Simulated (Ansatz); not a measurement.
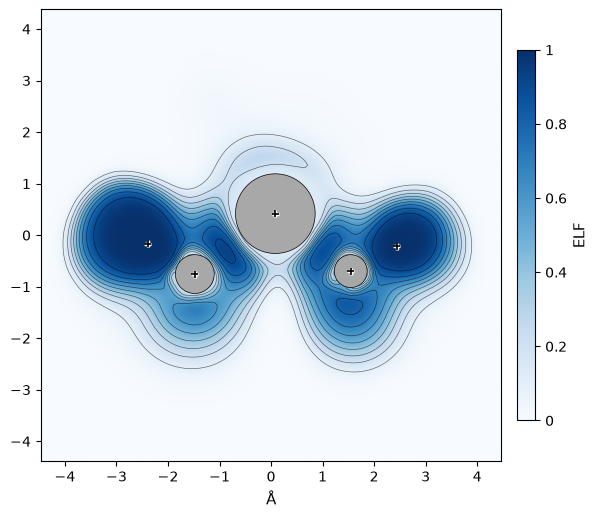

The ELF on a plane through atoms (crosses mark nuclei in the plane; grey discs cover the cores).

Method: RKS PBE0-D4/def2-TZVPP in Ansatz.

Candidates:
A. C2H10GeN2 (SMILES [CH3][Ge]([CH3])([NH2])[NH2])
B. C3H12InP (SMILES [CH3][In-]([CH3])([CH3])[PH3+])
C. C3H12AlP (SMILES [CH3][Al-]([CH3])([CH3])[PH3+])

### Which candidate gave the map?

Candidate A: C2H10GeN2 on the plane of atoms C3, Ge2 and N5, which holds Ge, C, N and H. Ge–N (1.84 Å): the ELF peaks at about 0.90 in the valence shell of N, 0.6 Å from its nucleus, and is about 0.50 at the midpoint. C–Ge (1.95 Å): the ELF peaks at about 0.95 in the valence shell of C, 0.7 Å from its nucleus, and is about 0.70 at the midpoint.
